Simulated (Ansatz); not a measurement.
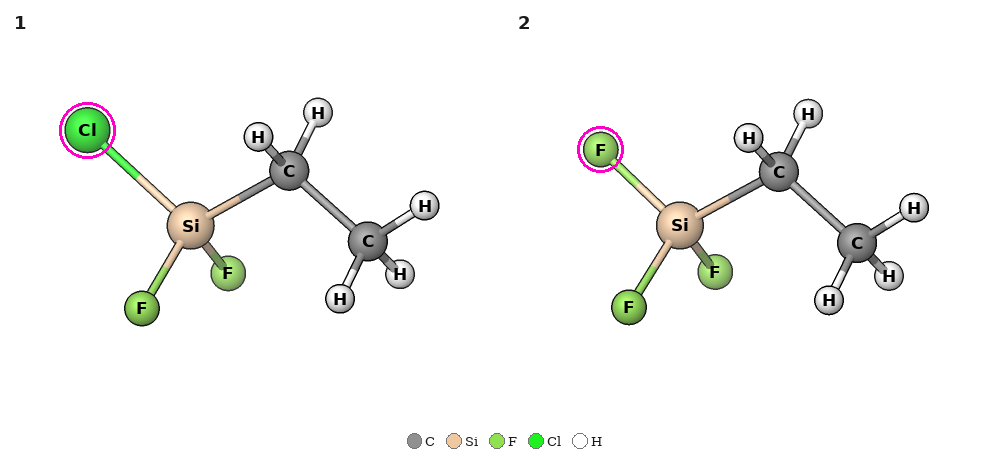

2 molecules with one skeleton, seen from the same side and at one scale; the atom that differs is circled. Each species is neutral and a spin singlet. Computed geometries: PBE0-D4/def2-TZVP optimisations, one conformation each. Properties computed with Ansatz 0.2.0.

One atom differs, called X below: Cl in panel 1, F in panel 2. Their formulas are C2H5ClF2Si (`CC[Si](F)(F)Cl`), C2H5F3Si (`CC[Si](F)(F)F`).

### In which is the length of X–Si larger (PBE0-D4/def2-TZVP)?

In panel 1 (X = Cl).

### In which is the dipole moment larger (ωB97M-V/def2-TZVPP)?

In panel 2 (X = F).

Give the values. With PBE0-D4/def2-TZVP: length of X–Si (Å), mean angle F–Si–X (°), harmonic zero-point energy (kJ/mol). With PBE0-D4/def2-TZVPP: HOMO energy (Kohn–Sham orbital) (eV), HOMO–LUMO gap (eV). With ωB97M-V/def2-TZVPP: dipole moment (D).

```tsv
quantity	1 (Cl)	2 (F)	2 − 1
length of X–Si (Å)	2.030	1.579	−0.451
mean angle F–Si–X (°)	107.8	107.1	−0.7
HOMO energy (Kohn–Sham orbital) (eV)	−9.23	−9.50	−0.27
HOMO–LUMO gap (eV)	10.01	10.29	+0.28
dipole moment (D)	2.35	2.48	+0.13
harmonic zero-point energy (kJ/mol)	194.3	197.8	+3.5
```
